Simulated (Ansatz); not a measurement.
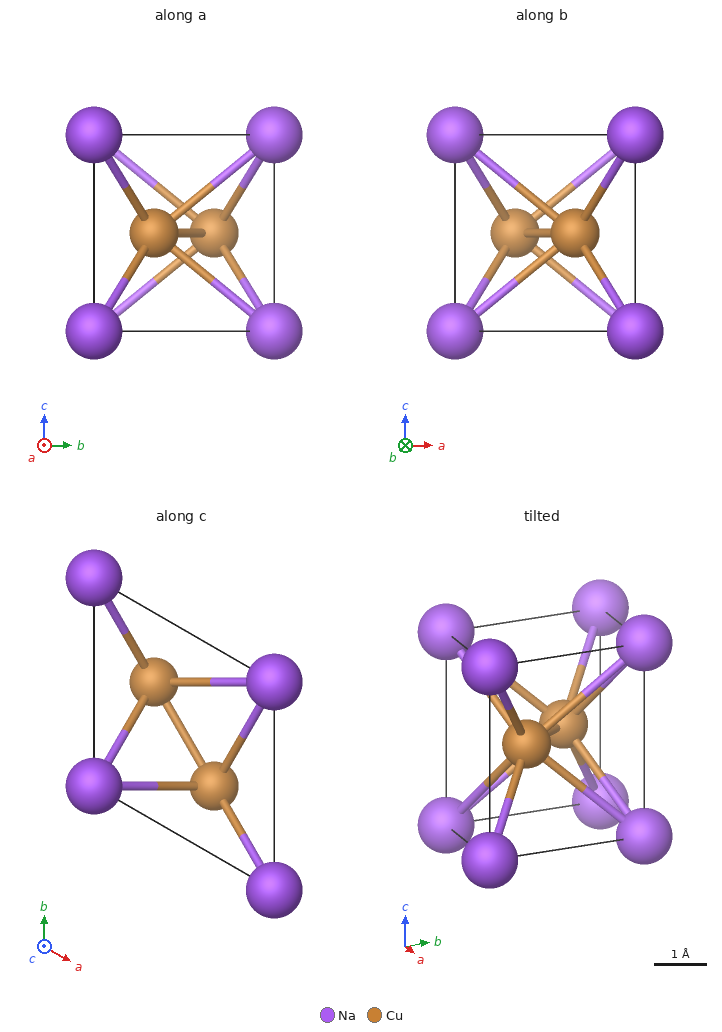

Shown here is a ball-and-stick view of the crystal, taken along the a axis, along the b axis, along the c axis and slightly off an axis. The frame is the conventional unit cell; atoms at its boundary are shown with their periodic copies.

Lattice parameters: a = 4.0629 Å, b = 4.0629 Å, c = 3.8309 Å, α = 90.000°, β = 90.000°, γ = 120.000°.

### Write down what is shown as a CIF in P1 with every atom of the cell.

```cif
data_structure
_symmetry_space_group_name_H-M 'P 1'
_symmetry_Int_Tables_number 1
_cell_length_a 4.0629
_cell_length_b 4.0629
_cell_length_c 3.8309
_cell_angle_alpha 90.000
_cell_angle_beta 90.000
_cell_angle_gamma 120.000
_cell_volume 54.77
loop_
_atom_site_label
_atom_site_type_symbol
_atom_site_fract_x
_atom_site_fract_y
_atom_site_fract_z
_atom_site_occupancy
Na1 Na 0.0000 0.0000 0.0000 1
Cu1 Cu 0.3333 0.6667 0.5000 1
Cu2 Cu 0.6667 0.3333 0.5000 1
```

It goes back to a textbook structure type filled with these elements (whether it is the usual form wasn't checked). Cell shown after relaxation with DFT r2SCAN, scalar-relativistic, plane waves, PAW (Ansatz).
